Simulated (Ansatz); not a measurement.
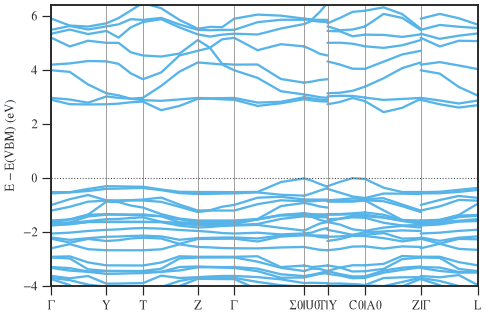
Figure: Band structure from DFT-HSE06 in the program Ansatz with PAW potentials

Read off the gap and where the band edges lie.

About 2.4 eV (2.41 eV among the points solved); maximum on the Γ–Σ0 line, 92 % of the way from Γ, minimum on the A0–Z line, 35 % of the way from A0.

The material is Cs$_{2}$Ni$_{3}$S$_{4}$ in space group Fmmm (No. 69; Cs on 8i, Ni on 4a, Ni on 8e, S on 16m).

The workflow started from a Materials Project entry (that database holds measured and hypothetical structures alike); the Crystallography Open Database copy checked does not list it. Whether it is the stable phase at ambient conditions was not checked. The cell was relaxed with HSE06 under the symmetry of its start; its stability against distortions is not shown here. No spin polarisation was allowed. The hybrid was solved on a coarse mesh, the path and, where they were found, the r²SCAN edge points; its band edges are the extreme levels among these. Spin–orbit coupling is left out wherever it is not named.

Potentials: the later of the program's two PAW sets.
